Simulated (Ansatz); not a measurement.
**Geometry relaxation of C3H9FSi**

The run: geometry relaxation of C3H9FSi, SMILES C[Si](C)(C)F. Method and program: RKS PBE0-D4/def2-TZVP (Ansatz 0.2.0).

The geometry: PBE-D4/def2-SVP start. Figures and captions count atoms from 1; the log counts them from 0 in places.

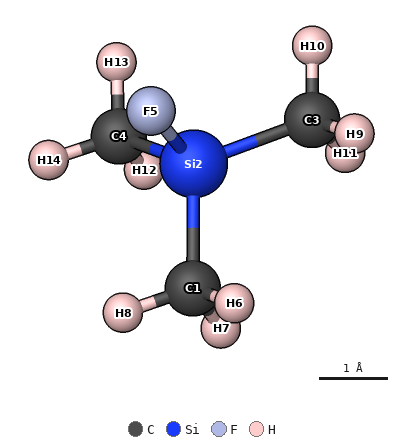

Figure 1. The starting structure (ball-and-stick view, seen at a tilt; atoms are numbered from 1 in the order of the input). Bond lengths as drawn: C–H 1.11 Å, C–Si 1.88 Å and F–Si 1.66 Å.

**Key numbers**

```json
{"quantity": "outcome", "value": "converged"}
{"quantity": "total energy", "value": "−13848.4238 eV"}
{"quantity": "mean-field energy", "value": "−13848.1908 eV"}
{"quantity": "dispersion energy", "value": "−0.2329 eV"}
{"quantity": "SCF solution under orbital rotations", "value": "stable"}
{"quantity": "largest force (length of the vector) at the end", "value": "0.004 eV/Å"}
{"quantity": "dipole moment", "value": "1.81 D"}
{"quantity": "hardware", "value": "4 threads of AMD EPYC, 23 GiB of memory available, shared host"}
{"quantity": "wall time", "value": "19 s (CPU time 67 s)"}
{"quantity": "peak memory", "value": "0.61 GiB"}
```

**Input**
```yaml
crystal:
  periodic: [false, false, false]
  atoms:
    - {symbol: C, position_ang: [-1.701734, 0.560030, 0.164181]}
    - {symbol: Si, position_ang: [0.119010, 0.332312, -0.242338]}
    - {symbol: C, position_ang: [1.187072, 0.373666, 1.303302]}
    - {symbol: C, position_ang: [0.413718, -1.223642, -1.254767]}
    - {symbol: F, position_ang: [0.570741, 1.619095, -1.180577]}
    - {symbol: H, position_ang: [-1.871594, 1.508629, 0.713528]}
    - {symbol: H, position_ang: [-2.077865, -0.271281, 0.796663]}
    - {symbol: H, position_ang: [-2.315313, 0.588258, -0.759624]}
    - {symbol: H, position_ang: [1.040233, 1.320329, 1.862425]}
    - {symbol: H, position_ang: [2.263660, 0.293141, 1.048791]}
    - {symbol: H, position_ang: [0.935227, -0.465772, 1.984750]}
    - {symbol: H, position_ang: [0.134224, -2.131257, -0.679577]}
    - {symbol: H, position_ang: [1.480401, -1.319782, -1.543099]}
    - {symbol: H, position_ang: [-0.190481, -1.212726, -2.184960]}
basis:
  gaussian: {orbitals: def2-TZVP}
hamiltonian: {xc: pbe0, dispersion: d4}
relax: {f_tol: 0.005, max_steps: 150}
```

Launched with:
```bash
ansatz run in.yaml --threads 4 --pin off --events-out ev --progress --plain --max-ram 10444MiB
```

**Output**
```
Functional definition: PBE0
  name "PBE0"
  cite "Adamo & Barone, J. Chem. Phys. 110, 6158 (1999) doi:10.1063/1.478522"
  cite "Perdew, Burke & Ernzerhof, Phys. Rev. Lett. 77, 3865 (1996) doi:10.1103/PhysRevLett.77.3865"
  parent pbe
  parameter a = 0.25
  parameter kappa = 0.804
  parameter beta = 0.06672455060314922
  exchange = (1 - a)*pbe_x(kappa = kappa, mu = beta*pi^2/3) + a*exact_x
  correlation = pbe_c(beta = beta)
1360 factors; their error is unknown
mean field evaluation 1: about -13835.0056 eV, gradient 7.9e1 eV
mean field evaluation 2: about -13832.4734 eV, gradient 8.2e1 eV
mean field evaluation 4: about -13848.0613 eV, gradient 3.9e0 eV
mean field evaluation 8: about -13848.0845 eV, gradient 1.9e-2 eV
mean field evaluation 16: about -13848.1149 eV, gradient 1.7e-5 eV
mean field -13848.11490443 eV, -508.9088361483 hartree, gradient 1.7e-5 eV, S^2 0.000000; 0 other end points of the search recorded, 0 dependent functions left out
the calculation of the forces begins
reference -13848.11493709 eV, -508.9088373487 hartree; 25, 25 occupied and 190, 190 virtual orbitals, 1360 factors
relax step   1: F+E_penalty+E_count = -13848.34557935 eV  Δ(F+E_penalty+E_count) = +0.000e0 eV  max|allowed force component| = 9.397e-1 eV/Å  Δτ_max = 0.0000 Å  (27 SCF iters, accepted)
these checks for a lower state are left out or cut short: starts, cluster_reference, orbital_swaps, neighbouring_geometries, increment
1360 factors; their error is unknown
mean field -13848.17751499 eV, -508.9111370441 hartree, gradient 1.5e-5 eV, S^2 0.000000; 0 other end points of the search recorded, 0 dependent functions left out
the calculation of the forces begins
reference -13848.17754741 eV, -508.9111382356 hartree; 25, 25 occupied and 190, 190 virtual orbitals, 1360 factors
relax step   2: F+E_penalty+E_count = -13848.40941087 eV  Δ(F+E_penalty+E_count) = -6.383e-2 eV  max|allowed force component| = 5.668e-1 eV/Å  Δτ_max = 0.0244 Å  (30 SCF iters, accepted)
these checks for a lower state are left out or cut short: starts, cluster_reference, orbital_swaps, neighbouring_geometries, increment
1360 factors; their error is unknown
mean field -13848.19056002 eV, -508.9116164402 hartree, gradient 1.4e-5 eV, S^2 0.000000; 0 other end points of the search recorded, 0 dependent functions left out
the calculation of the forces begins
reference -13848.19059235 eV, -508.9116176281 hartree; 25, 25 occupied and 190, 190 virtual orbitals, 1360 factors
relax step   3: F+E_penalty+E_count = -13848.42345360 eV  Δ(F+E_penalty+E_count) = -1.404e-2 eV  max|allowed force component| = 8.338e-2 eV/Å  Δτ_max = 0.0185 Å  (30 SCF iters, accepted)
these checks for a lower state are left out or cut short: starts, cluster_reference, orbital_swaps, neighbouring_geometries, increment
1360 factors; their error is unknown
mean field evaluation 32: about -13848.1599 eV, gradient 4.1e-1 eV
mean field -13848.19082825 eV, -508.9116262973 hartree, gradient 1.5e-5 eV, S^2 0.000000; 0 other end points of the search recorded, 0 dependent functions left out
the calculation of the forces begins
reference -13848.19086059 eV, -508.9116274857 hartree; 25, 25 occupied and 190, 190 virtual orbitals, 1360 factors
relax step   4: F+E_penalty+E_count = -13848.42369461 eV  Δ(F+E_penalty+E_count) = -2.410e-4 eV  max|allowed force component| = 1.131e-2 eV/Å  Δτ_max = 0.0025 Å  (31 SCF iters, accepted)
these checks for a lower state are left out or cut short: starts, cluster_reference, orbital_swaps, neighbouring_geometries, increment
1360 factors; their error is unknown
mean field -13848.19080602 eV, -508.9116254804 hartree, gradient 1.5e-5 eV, S^2 0.000000; 0 other end points of the search recorded, 0 dependent functions left out
the calculation of the forces begins
reference -13848.19083834 eV, -508.9116266682 hartree; 25, 25 occupied and 190, 190 virtual orbitals, 1360 factors
relax step   5: F+E_penalty+E_count = -13848.42372172 eV  Δ(F+E_penalty+E_count) = -2.711e-5 eV  max|allowed force component| = 3.893e-3 eV/Å  Δτ_max = 0.0045 Å  (30 SCF iters, accepted)
1360 factors; their error is unknown
mean field evaluation 64: about -13848.1908 eV, gradient 1.9e-5 eV
```

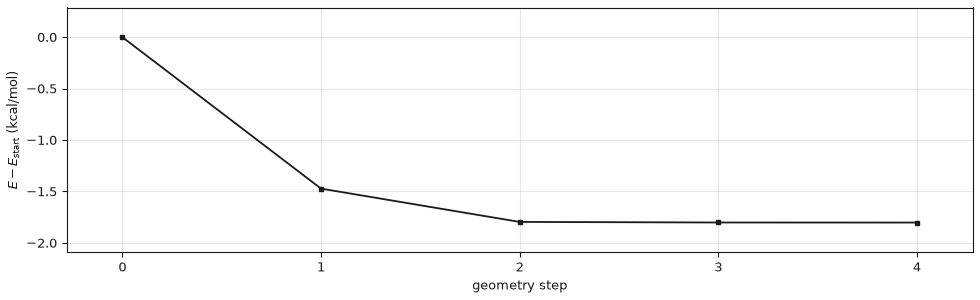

Figure 2. Progress of the relaxation, step by step (the first geometry is step 0 here and step 1 in the log).

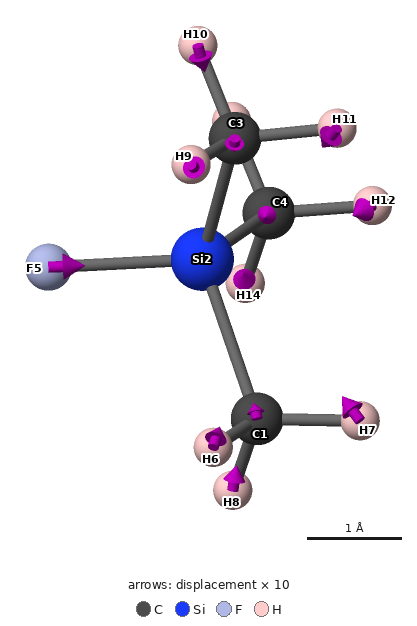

Figure 3. The starting structure with the displacements as pink arrows, magnified 10 times (ball-and-stick view, seen at an oblique angle). The two geometries are laid on each other by the best rigid fit. After 4 geometry steps the energy has fallen by 1.80 kcal/mol. The largest force component goes from 0.94 to 0.0039 eV/Å. F5 moves most after the best rigid fit: 0.040 Å. By element the largest moves are F 0.040 Å, H 0.035 Å, C 0.021 Å, Si 0.003 Å. Among the contacts that change: Si2–F5 1.655 → 1.613 Å, C1–Si2 1.879 → 1.860 Å, C1–H6 1.109 → 1.093 Å. (Atoms are counted from 1 in the order of the input.)

```
mean field -13848.19080602 eV, -508.9116254803 hartree, gradient 2.7e-5 eV, S^2 0.000000; 1 other end points of the search recorded, 0 dependent functions left out
the calculation of the forces begins
reference -13848.19083834 eV, -508.9116266682 hartree; 25, 25 occupied and 190, 190 virtual orbitals, 1360 factors
Total energy: -13848.42375404 eV, -508.9201861623 hartree
Atom 0 at    -1.684185     0.556352     0.162049 Å, force    -0.003893     0.001862     0.000058 eV/Å
Atom 1 at     0.117796     0.334474    -0.244088 Å, force     0.000507     0.001302    -0.001125 eV/Å
Atom 2 at     1.174329     0.370788     1.286838 Å, force     0.003171     0.001416     0.002735 eV/Å
Atom 3 at     0.410017    -1.208698    -1.241357 Å, force     0.001335    -0.002427    -0.003380 eV/Å
Atom 4 at     0.559495     1.586890    -1.160084 Å, force    -0.001029    -0.002851     0.002084 eV/Å
Atom 5 at    -1.852311     1.488844     0.706609 Å, force     0.000205    -0.000733    -0.000559 eV/Å
Atom 6 at    -2.046180    -0.266289     0.785179 Å, force     0.000492     0.000321    -0.000318 eV/Å
Atom 7 at    -2.291415     0.581552    -0.746242 Å, force     0.000574     0.000106     0.000728 eV/Å
Atom 8 at     1.031357     1.301905     1.840853 Å, force     0.000123    -0.000708    -0.000583 eV/Å
Atom 9 at     2.234431     0.287230     1.034731 Å, force    -0.000993     0.000200     0.000049 eV/Å
Atom 10 at     0.921340    -0.458639     1.953262 Å, force    -0.000083     0.000413    -0.000608 eV/Å
Atom 11 at     0.129911    -2.098778    -0.670946 Å, force    -0.000083     0.000672    -0.000146 eV/Å
Atom 12 at     1.463148    -1.304665    -1.517161 Å, force    -0.000943     0.000221     0.000387 eV/Å
Atom 13 at    -0.180435    -1.199966    -2.160943 Å, force     0.000618     0.000207     0.000679 eV/Å
Dipole moment:    -0.102972    -0.292018     0.213585 e Å
```

**Trajectory as extended XYZ (Å, eV, eV/Å), 5 frames, from step=1 to step=5**
```
14
Properties=species:S:1:pos:R:3:forces:R:3 step=1 energy=-13848.34558
C    -1.7017    0.5600    0.1642   -0.2073   0.0568   0.0252
Si    0.1190    0.3323   -0.2423    0.2049   0.5958  -0.4377
C     1.1871    0.3737    1.3033    0.1356   0.0331   0.1641
C     0.4137   -1.2236   -1.2548    0.0380  -0.1564  -0.1361
F     0.5707    1.6191   -1.1806   -0.3259  -0.9397   0.6809
H    -1.8716    1.5086    0.7135    0.0912  -0.4539  -0.2591
H    -2.0779   -0.2713    0.7967    0.2047   0.3913  -0.3055
H    -2.3153    0.5883   -0.7596    0.3026  -0.0186   0.4386
H     1.0402    1.3203    1.8624    0.0613  -0.4492  -0.2708
H     2.2637    0.2931    1.0488   -0.5176   0.0338   0.1084
H     0.9352   -0.4658    1.9848    0.1046   0.3955  -0.3429
H     0.1342   -2.1313   -0.6796    0.1288   0.4515  -0.2585
H     1.4804   -1.3198   -1.5431   -0.5056   0.0577   0.1473
H    -0.1905   -1.2127   -2.1850    0.2847   0.0024   0.4462
14
Properties=species:S:1:pos:R:3:forces:R:3 step=2 energy=-13848.40941
C    -1.6931    0.5582    0.1631   -0.0156  -0.0039   0.0066
Si    0.1159    0.3265   -0.2381    0.1733   0.4935  -0.3625
C     1.1807    0.3719    1.2952    0.0039  -0.0059   0.0181
C     0.4119   -1.2162   -1.2480   -0.0056  -0.0187   0.0001
F     0.5642    1.5994   -1.1677   -0.1987  -0.5668   0.4122
H    -1.8593    1.4964    0.7073    0.0305  -0.1304  -0.0729
H    -2.0622   -0.2653    0.7888    0.0474   0.1100  -0.0829
H    -2.2991    0.5852   -0.7513    0.0899  -0.0076   0.1240
H     1.0353    1.3088    1.8475    0.0140  -0.1290  -0.0793
H     2.2447    0.2907    1.0401   -0.1493   0.0077   0.0268
H     0.9299   -0.4591    1.9677    0.0354   0.1108  -0.0872
H     0.1343   -2.1126   -0.6777    0.0382   0.1175  -0.0790
H     1.4684   -1.3087   -1.5293   -0.1429   0.0196   0.0460
H    -0.1843   -1.2042   -2.1690    0.0795   0.0032   0.1302
14
Properties=species:S:1:pos:R:3:forces:R:3 step=3 energy=-13848.42345
C    -1.6849    0.5560    0.1623    0.0135  -0.0150   0.0053
Si    0.1165    0.3297   -0.2406    0.0283   0.0834  -0.0602
C     1.1746    0.3702    1.2882   -0.0156  -0.0134  -0.0055
C     0.4099   -1.2098   -1.2416   -0.0085   0.0020   0.0203
F     0.5590    1.5846   -1.1578   -0.0207  -0.0599   0.0430
H    -1.8493    1.4896    0.7047   -0.0098   0.0169   0.0098
H    -2.0512   -0.2644    0.7853   -0.0052  -0.0058   0.0052
H    -2.2879    0.5822   -0.7480   -0.0172   0.0024  -0.0136
H     1.0299    1.3027    1.8381    0.0028   0.0161   0.0144
H     2.2333    0.2883    1.0327    0.0220  -0.0002   0.0013
H     0.9246   -0.4575    1.9573   -0.0001  -0.0060   0.0069
H     0.1329   -2.1022   -0.6739   -0.0013  -0.0088   0.0022
H     1.4624   -1.3008   -1.5189    0.0189  -0.0067  -0.0090
H    -0.1825   -1.1976   -2.1591   -0.0072  -0.0050  -0.0201
14
Properties=species:S:1:pos:R:3:forces:R:3 step=4 energy=-13848.42369
C    -1.6851    0.5564    0.1622    0.0027  -0.0028   0.0008
Si    0.1169    0.3317   -0.2420    0.0042   0.0113  -0.0081
C     1.1748    0.3705    1.2879   -0.0033  -0.0021  -0.0008
C     0.4101   -1.2096   -1.2418   -0.0023   0.0003   0.0038
F     0.5588    1.5843   -1.1578   -0.0005  -0.0011   0.0003
H    -1.8512    1.4899    0.7055   -0.0024   0.0007   0.0006
H    -2.0504   -0.2647    0.7853   -0.0005  -0.0012   0.0009
H    -2.2901    0.5825   -0.7475   -0.0026   0.0006   0.0004
H     1.0311    1.3028    1.8396    0.0018   0.0004   0.0022
H     2.2344    0.2880    1.0337    0.0017   0.0002   0.0016
H     0.9241   -0.4577    1.9565   -0.0002  -0.0012   0.0010
H     0.1322   -2.1016   -0.6735   -0.0004  -0.0014   0.0004
H     1.4631   -1.3025   -1.5189    0.0009  -0.0017  -0.0013
H    -0.1815   -1.1990   -2.1605    0.0008  -0.0019  -0.0020
14
Properties=species:S:1:pos:R:3:forces:R:3 step=5 energy=-13848.42372
C    -1.6842    0.5564    0.1620   -0.0039   0.0019   0.0001
Si    0.1178    0.3345   -0.2441    0.0005   0.0013  -0.0011
C     1.1743    0.3708    1.2868    0.0032   0.0014   0.0027
C     0.4100   -1.2087   -1.2414    0.0013  -0.0024  -0.0034
F     0.5595    1.5869   -1.1601   -0.0010  -0.0029   0.0021
H    -1.8523    1.4888    0.7066    0.0002  -0.0007  -0.0006
H    -2.0462   -0.2663    0.7852    0.0005   0.0003  -0.0003
H    -2.2914    0.5816   -0.7462    0.0006   0.0001   0.0007
H     1.0314    1.3019    1.8409    0.0001  -0.0007  -0.0006
H     2.2344    0.2872    1.0347   -0.0010   0.0002   0.0000
H     0.9213   -0.4586    1.9533   -0.0001   0.0004  -0.0006
H     0.1299   -2.0988   -0.6709   -0.0001   0.0007  -0.0001
H     1.4631   -1.3047   -1.5172   -0.0009   0.0002   0.0004
H    -0.1804   -1.2000   -2.1609    0.0006   0.0002   0.0007
```
